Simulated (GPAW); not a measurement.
**Run report: C2H5B, geometry relaxation (part 5 of 5)**

The same run, continued: C2H5B, SMILES BC=C; LDA (PW92)/plane waves, scalar-relativistic datasets (GPAW 26.7.0). The geometry comes from this level: UFF from SMILES.

Geometry of the input (Å):
```
B  -1.2081  -0.0918  -0.4767
C  0.2020  -0.4960  0.0732
C  1.0983  0.4232  0.4377
H  -1.9784  -0.9304  -0.7905
H  -1.5110  1.0459  -0.5815
H  0.4485  -1.5496  0.1570
H  2.0674  0.1134  0.8152
H  0.8812  1.4854  0.3657
```

## Trajectory as extended XYZ, continued
```
8
Properties=species:S:1:pos:R:3:forces:R:3 step=5 energy=-43.03129
B     5.2586    6.4312    6.0151    0.0523  -0.0259   0.0198
C     6.6295    6.0355    6.5493    0.0567  -0.0288   0.0217
C     7.5449    6.9412    6.9217   -0.0286   0.0456  -0.0116
H     4.4600    5.5895    5.6904   -0.0316   0.0335  -0.0117
H     4.9696    7.5981    5.9163    0.0418   0.0257   0.0167
H     6.9101    4.9776    6.6468    0.0040  -0.0498  -0.0006
H     8.5361    6.6673    7.3084   -0.0287  -0.0233  -0.0109
H     7.3349    8.0162    6.8526   -0.0680   0.0214  -0.0265
8
Properties=species:S:1:pos:R:3:forces:R:3 step=6 energy=-43.03501
B     5.2631    6.4248    6.0165    0.0993   0.0957   0.0416
C     6.6324    6.0243    6.5499   -0.0086  -0.0281  -0.0055
C     7.5357    6.9446    6.9179    0.0330  -0.0430   0.0142
H     4.4519    5.6015    5.6875   -0.0646  -0.0170  -0.0259
H     5.0017    7.6012    5.9290    0.0022  -0.0201  -0.0002
H     6.9136    4.9645    6.6475    0.0329   0.0388   0.0121
H     8.5286    6.6760    7.3059   -0.0277   0.0201  -0.0110
H     7.3157    8.0190    6.8451   -0.0678  -0.0489  -0.0279
8
Properties=species:S:1:pos:R:3:forces:R:3 step=7 energy=-43.03598
B     5.2669    6.4246    6.0179    0.0009   0.0334   0.0023
C     6.6329    6.0205    6.5499    0.0134  -0.0311   0.0032
C     7.5326    6.9444    6.9166    0.0358  -0.0235   0.0157
H     4.4484    5.6055    5.6862   -0.0197   0.0222  -0.0078
H     5.0131    7.6012    5.9335   -0.0135   0.0148  -0.0061
H     6.9150    4.9615    6.6478    0.0396   0.0304   0.0145
H     8.5253    6.6798    7.3047    0.0068   0.0161   0.0024
H     7.3083    8.0183    6.8421   -0.0651  -0.0665  -0.0271
8
Properties=species:S:1:pos:R:3:forces:R:3 step=8 energy=-43.03680
B     5.2683    6.4246    6.0184    0.0087  -0.0435   0.0037
C     6.6342    6.0149    6.5500   -0.0121   0.0074  -0.0051
C     7.5298    6.9435    6.9155   -0.0165  -0.0411  -0.0061
H     4.4423    5.6102    5.6840    0.0231   0.0673   0.0098
H     5.0287    7.6034    5.9396   -0.0414   0.0340  -0.0167
H     6.9188    4.9572    6.6489    0.0380   0.0158   0.0134
H     8.5226    6.6869    7.3038    0.0587  -0.0023   0.0229
H     7.2974    8.0146    6.8378   -0.0604  -0.0418  -0.0246
8
Properties=species:S:1:pos:R:3:forces:R:3 step=9 energy=-43.03787
B     5.2706    6.4231    6.0193   -0.0065   0.0296  -0.0031
C     6.6347    6.0096    6.5498    0.0074  -0.0170   0.0040
C     7.5272    6.9406    6.9145    0.0022  -0.0003  -0.0002
H     4.4378    5.6184    5.6824    0.0162   0.0447   0.0073
H     5.0406    7.6066    5.9442   -0.0396  -0.0161  -0.0163
H     6.9245    4.9545    6.6507    0.0225  -0.0224   0.0065
H     8.5226    6.6932    7.3040    0.0319  -0.0063   0.0127
H     7.2835    8.0084    6.8322   -0.0350  -0.0165  -0.0135
```

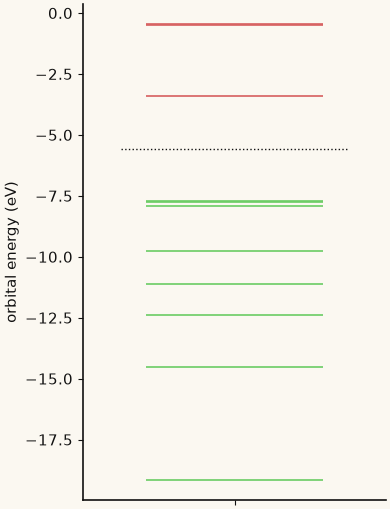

*Orbital energies near the frontier; the dotted line parts filled from empty levels, and levels within 0.02 eV of each other stand side by side.*

Highest filled −7.72 eV, lowest empty −3.40 eV, 4.32 eV apart.

## Summary

| quantity | value |
| --- | --- |
| outcome | converged |
| energy relative to the program's reference atoms | −43.0379 eV |
| largest force | 0.048 eV/Å |
| HOMO | −7.72 eV |
| LUMO | −3.40 eV |
| dipole moment | 1.50 D |
| wall time | 2.6 min |
| peak memory | 0.62 GiB |
